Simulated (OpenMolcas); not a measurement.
**Single-point calculation of AlClO (charge +1) (part 2 of 2)**

AlClO, charge +1, multiplicity 2; HF/STO-3G, ROHF (OpenMolcas 26.06). The geometry is that of the parent species in another charge or spin state. The geometry comes from this level: GFN2-xTB.

Geometry of the input (Å):
```
O  0.1075  1.6943  0.2460
Al 0.0093  0.1472  0.0214
Cl -0.1168  -1.8415  -0.2673
```

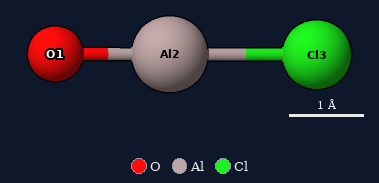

Figure 1. The structure (ball-and-stick view, seen on its broad side; atoms are numbered from 1 in the order of the input). Sticks mark near contacts.

### What the program printed, continued
```
          Orbital            1         2         3         4         5         6         7         8         9        10
          Energy         -103.9463  -58.2561  -20.5556  -10.6284   -8.0723   -8.0663   -8.0662   -5.1773   -3.4095   -3.4030
          Occ. No.          1.0000    1.0000    1.0000    1.0000    1.0000    1.0000    1.0000    1.0000    1.0000    1.0000

          Orbital           11        12        13        14        15        16        17        18        19        20
          Energy           -3.4010   -1.4100   -1.2607   -0.7527   -0.6888   -0.6776   -0.6532   -0.6439   -0.1044   -0.0619
          Occ. No.          1.0000    1.0000    1.0000    1.0000    1.0000    1.0000    1.0000    1.0000    0.0000    0.0000

          Orbital           21        22
          Energy            0.0178    0.1494
          Occ. No.          0.0000    0.0000

--

++    Molecular charges:
      ------------------

      Mulliken charges per centre and basis function type
      ---------------------------------------------------

                            O1                      AL2                     CL3
                     alpha        beta       alpha        beta       alpha        beta
      1s           1.9849      1.9690      2.3617      2.4045      2.9977      2.9973
      2px          0.9329      0.8912      1.1004      1.1245      1.9653      1.9660
      2pz          0.9494      0.0319      1.0849      1.0489      1.9586      1.9511
      2py          0.7703      0.6840      1.2047      1.2268      1.6892      1.7049
      Total        4.6375      3.5761      5.7517      5.8047      8.6108      8.6193
      Total              8.2136                 11.5564                 17.2300

      Charge           -0.2136                  1.4436                 -0.2300

      Total electronic charge=   37.000000

      Total            charge=    1.000000
--

++    Molecular orbitals:
      -------------------

      Title: Natural orbitals

      Molecular orbitals for symmetry species 1: a

          Orbital            1         2         3         4         5         6         7         8         9        10
          Energy         -103.9463  -58.2547  -20.5604  -10.6283   -8.0719   -8.0664   -8.0662   -5.1764   -3.4085   -3.3897
          Occ. No.          2.0000    2.0000    2.0000    2.0000    2.0000    2.0000    2.0000    2.0000    2.0000    2.0000

          Orbital           11        12        13        14        15        16        17        18        19        20
          Energy           -3.4019   -1.2598   -0.8104   -0.6561   -0.6672   -1.2978   -0.7065   -0.8591   -0.4099    0.0207
          Occ. No.          2.0000    2.0000    2.0000    2.0000    2.0000    1.9999    1.9989    1.9970    1.0000    0.0030

          Orbital           21        22        23
          Energy            0.0180    0.4361    0.0230
          Occ. No.          0.0011    0.0001    0.0000

--

++    Molecular properties:
      ---------------------

      Charge (e):
                      =    1.0000
      Dipole Moment (debye):
      Origin of the operator (angstrom)=   -0.0271   -0.4275   -0.0621
                   X=  2.2268E-01               Y=  3.5097E+00               Z=  5.0954E-01           Total=  3.5534E+00
      Center of Charge (angstrom)
                     X=    0.01923732               Y=    0.30317315               Z=    0.04402416
      Quadrupole Moment (debye*angstrom):
      Origin of the operator (angstrom)=   -0.0271   -0.4275   -0.0621
                  XX= -2.1419E+01              XY= -4.0297E-01              XZ=  7.1333E-02              YY= -2.7434E+01
                  YZ= -1.0251E+00              ZZ= -2.0579E+01
      In traceless form (debye*angstrom)
                  XX=  2.5875E+00              XY= -6.0446E-01              XZ=  1.0700E-01              YY= -6.4355E+00
                  YZ= -1.5376E+00              ZZ=  3.8480E+00
--

--- Stop Module: scf /rc=_RC_ALL_IS_WELL_ ---

--- Start Module: rasscf ---

                                              &RASSCF

                       available to each process: 1.9 GB of memory, 1 thread

      Header of the ONEINT file:
      --------------------------

      OrdInt status: non-squared

      Cartesian coordinates in angstrom:
      -----------------------------------------------------
      No.  Label        X            Y            Z
      -----------------------------------------------------
       1   O1         0.10747000   1.69426000   0.24596000
       2   AL2        0.00934000   0.14722000   0.02138000
       3   CL3       -0.11682000  -1.84149000  -0.26733000
      -----------------------------------------------------
      Nuclear repulsion energy =  113.32116476

++    Wave function specifications:
      -----------------------------

      Number of closed shell electrons          36
      Number of electrons in active shells       1
      Max number of holes in RAS1 space          0
      Max nr of electrons in RAS3 space          0
      Number of inactive orbitals               18
      Number of active orbitals                  1
      Number of secondary orbitals               4
      Spin quantum number                      0.5
      State symmetry                             1
--

++    Orbital specifications:
      -----------------------

      Symmetry species                           1
                                                 a
      Frozen orbitals                            0
      Inactive orbitals                         18
      Active orbitals                            1
      RAS1 orbitals                              0
      RAS2 orbitals                              1
      RAS3 orbitals                              0
      Secondary orbitals                         4
      Deleted orbitals                           0
      Number of basis functions                 23
--

++    CI expansion specifications:
      ----------------------------

      Number of CSFs                             1
      Number of determinants                     1
      Number of root(s) required                 1
      Root chosen for geometry opt.              1
      CI root used                               1

      highest root included in the CI            1
      max. size of the explicit Hamiltonian      1
--

++    Optimization specifications:
      ----------------------------

      RASSCF algorithm: Conventional
      Maximum number of macro iterations       200
      Maximum number of SX iterations          100
      Threshold for RASSCF energy            1.000E-08
      Threshold for max MO rotation          1.000E-01
      Threshold for max BLB element          1.000E-04
      Level shift parameter                  5.000E-01
      Make Quasi-Newton update
--

      The MO-coefficients are taken from the file:
      step1.UnaOrb
      Title:UHF natural orbitals

      Total molecular charge    1.00

      ************************************************************************************************************************
      *                                            Wave function control section                                             *
      ************************************************************************************************************************

                                         RASSCF iterations: Energy and convergence statistics
                                         ----------------------------------------------------

          iter iter root      energy       change     param      element    value   shift minimum  type update hh:mm:ss
 Nr of preliminary CI iterations:   1
        1   1    7    1  -767.28824417    0.00E+00   2.55E-03   19  23 1 -1.75E-03*  0.25   0.00    SX    NO    0:00:00
        2   1    7    1  -767.28825289   -8.71E-06*  6.97E-04   17  21 1 -5.87E-04*  0.25   0.00    SX    NO    0:00:00
        3   1    6    1  -767.28825390   -1.01E-06* -2.82E-04   17  21 1 -2.36E-04*  0.25   0.00    SX    NO    0:00:00
        4   1    6    1  -767.28825406   -1.62E-07* -1.09E-04   17  21 1 -1.05E-04*  0.25   0.00    SX    NO    0:00:00
        5   1    6    1  -767.28825409   -2.97E-08* -8.10E-05   17  21 1 -4.67E-05   0.25   1.80    QN   YES    0:00:00
        6   1    5    1  -767.28825410   -8.14E-09   1.53E-05   15  23 1  7.90E-06   0.25   1.04    QN   YES    0:00:00
      Convergence after  6 iterations
        7   1    5    1  -767.28825410   -4.16E-10   1.53E-05   18  19 1 -6.37E-06   0.25   1.04    QN   YES    0:00:00

      ************************************************************************************************************************
                                                      Wave function printout:
                       occupation of active orbitals, and spin coupling of open shells (u,d: Spin up or down)
      ************************************************************************************************************************

      Note: transformation to natural orbitals
      has been made, which may change the order of the CSFs.

      printout of CI-coefficients larger than  0.05 for root  1
      energy=    -767.288254
      conf/sym  1     Coeff  Weight
             1  u   1.00000 1.00000

      Natural orbitals and occupation numbers for root  1
      sym 1:   1.000000

      ************************************************************************************************************************
      *                                                    Final results                                                     *
      ************************************************************************************************************************

++    Final optimization conditions:
      ------------------------------

      Average CI energy                            -767.28825410
      RASSCF energy for state  1                   -767.28825410
      Super-CI energy                                -0.00000000
      RASSCF energy change                           -0.00000000
      Max change in MO coefficients              -1.411E-05
      Max non-diagonal density matrix element     1.535E-05
      Maximum BLB matrix element                 -6.369E-06
      (orbital pair  18,  19 in symmetry   1)
      Norm of electronic gradient            1.069E-05
--

      Final state energy(ies):
      ------------------------

::    RASSCF root number  1 Total energy:   -767.28825410
      Von Neumann Entropy (Root   1) =  0.50000

      Mulliken population analysis for root number:  1
      -----------------------------------------------

++    Molecular charges:
      ------------------

      Mulliken charges per centre
      ---------------------------

                O1      AL2     CL3
      Total    8.2166 11.5536 17.2298

      N-E     -0.2166  1.4464 -0.2298

      Total electronic charge=   37.000000

      Total            charge=    1.000000
--

      Expectation values of various properties for root number:  1
      -----------------------------------------------------------

++    Molecular properties:
      ---------------------

      Charge (e):
                      =    1.0000
      Dipole Moment (debye):
      Origin of the operator (angstrom)=   -0.0271   -0.4275   -0.0621
                   X=  2.2144E-01               Y=  3.4903E+00               Z=  5.0675E-01           Total=  3.5339E+00
      Center of Charge (angstrom)
                     X=    0.01898076               Y=    0.29914875               Z=    0.04344276
      Quadrupole Moment (debye*angstrom):
      Origin of the operator (angstrom)=   -0.0271   -0.4275   -0.0621
                  XX= -2.1410E+01              XY= -4.0618E-01              XZ=  7.0042E-02              YY= -2.7477E+01
                  YZ= -1.0316E+00              ZZ= -2.0576E+01
      In traceless form (debye*angstrom)
                  XX=  2.6172E+00              XY= -6.0927E-01              XZ=  1.0506E-01              YY= -6.4846E+00
                  YZ= -1.5474E+00              ZZ=  3.8673E+00
--

      Mulliken spin population analysis for root number:  1
      ---------------------------------------------------

++    Molecular charges:
      ------------------

      Mulliken spin population per centre
      ---------------------------

                O1      AL2     CL3
      Total    0.9516  0.0440  0.0043

      Total electronic spin=    1.000000
--

      Canonical orbitals are written to the RASORB file
      Natural orbitals for root   1 are written to the RASORB.1 file
      Spin density orbitals for root   1 are written to the SPDORB.1 file

--- Stop Module: rasscf /rc=_RC_ALL_IS_WELL_ ---

.##################.
.# Happy landing! #.
.##################.

    Timing: Wall=2.30 User=1.86 System=0.36
```

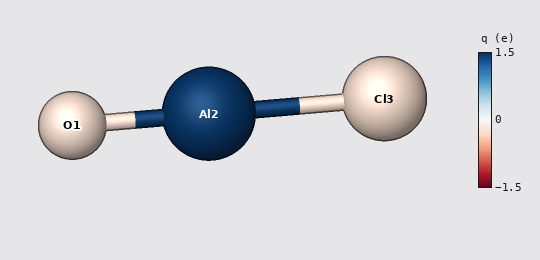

Figure 2. Mulliken charges, as the colour of each atom (ball-and-stick view, seen at a tilt; atoms are numbered from 1 in the order of the input). By element: O −0.22, Al +1.45 and Cl −0.23 e.

### Key numbers

| quantity | value |
| --- | --- |
| outcome | converged |
| total energy | −767.288254 hartree |
| basis functions | 23 |
| wall time | 2.5 s |
| peak memory | 0.37 GiB |
